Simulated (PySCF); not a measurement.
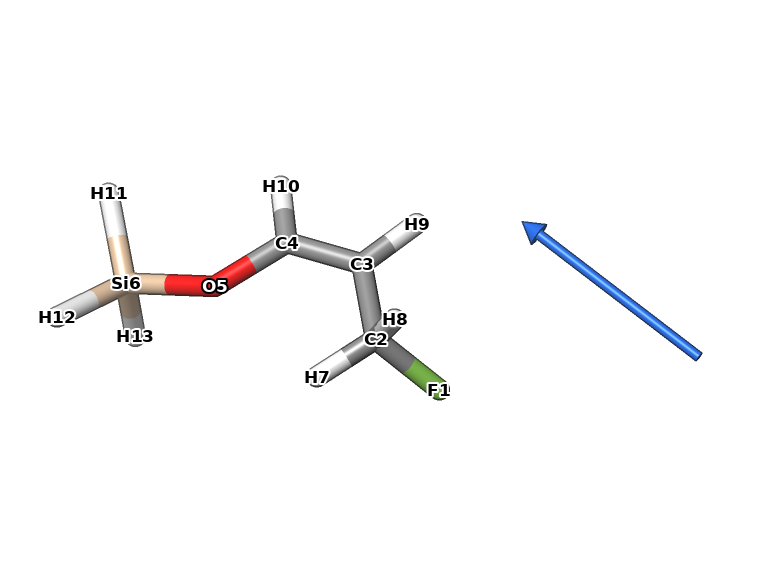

The arrow beside the molecule shows the direction of the dipole moment, from the negative to the positive end (its length means nothing). The geometry was computed by an optimisation with PBE0-D3(BJ)/def2-SVP. No frequency run is at hand to confirm it as a minimum. Level of theory: PBE0/pcSseg-1, gas phase (PySCF 2.14.0).

**Estimate the dipole moment.**

2.84 D; it points from the side of F1 to the side of H11 (the outermost atoms at the two ends).
